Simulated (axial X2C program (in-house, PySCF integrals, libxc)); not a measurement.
# Run report: SeS, relativistic diatomic calculation

System: SeS, single determinant with Ω = 2.
Method: PW91, two-component X2C with atomic mean-field Coulomb and Gaunt terms, Se dyall-v3z, S dyall-v3z (cores contracted) (axial X2C program (in-house, PySCF integrals, libxc)).

### Input file
```
{"zs": [34, 16], "q": 0, "bas": ["dyall-v3z", "dyall-v3z"], "levels": ["PBE0", "HF", "B97-3", "PW91"], "cc": false, "r0": 2.01, "npts": 10, "nst": 2, "ntry": 6, "opt": {"pick": 2}}
```

The line is the task of a batch: nuclear charges, charge, bases, the levels to run, a first guess of the distance and further settings. This report covers PW91 with spin-orbit coupling. The log is that of the reference distance 2.038 Å.

Launched within a batch (the task file carries these settings):
```bash
python <driver script> task.json out
```

### Output
```
two-component X2C + atomic mean field  PW91
basis functions 118  fitting functions 768  grid points 5077
iter        total energy     max residual
   1      -2828.549804095     7.24e-02
   2      -2828.553996360     3.22e-03
   3      -2828.553908446     3.67e-03
   4      -2828.553796484     4.50e-03
   5      -2828.553969720     2.72e-03
   6      -2828.554071614     1.03e-04
   7      -2828.554071855     1.89e-05
   8      -2828.554071869     1.11e-05
   9      -2828.554071873     2.74e-06
  10      -2828.554071873     4.60e-07
converged
one-electron -4210.31123202  Coulomb 1356.02860722  exact exchange 0.00000000  xc functional -114.56807236  nuclear repulsion 141.25240566  atomic mean-field constant -0.95578038
```

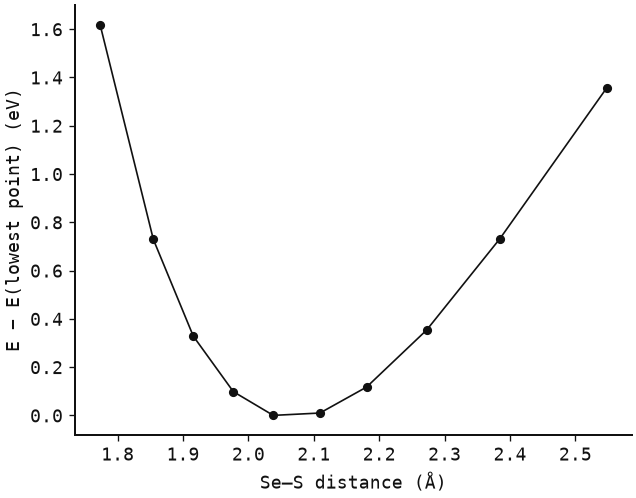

Energy at 10 bond lengths, for one set of occupations held fixed; the line joins the points. A polynomial of degree 6 through 9 points gives rₑ = 2.067 Å, ωₑ = 526.8 cm⁻¹, ωₑxₑ = 1.6 cm⁻¹ and Bₑ = 0.1728 cm⁻¹. The minimum lies 3.80 eV below Se + S, each computed as one determinant at the same level.

### What the run reported

```tsv
quantity	value
outcome	converged
bond length rₑ	2.067 Å
ωₑ	526.8 cm⁻¹
energy at the minimum	−2828.55444 hartree
depth below the fragments	3.80 eV
hardware	1 CPU thread, shared host
wall time	3.1 s
```

### What is odd here

One thing in this input was made odd on purpose: excited determinant (pick = 2.0). The program ran to the end. Its numbers are those of the input as typed; this run alone doesn't show how far the oddity moves them. Limits: at every distance an empty level lies below a filled one, since the occupations are held fixed.
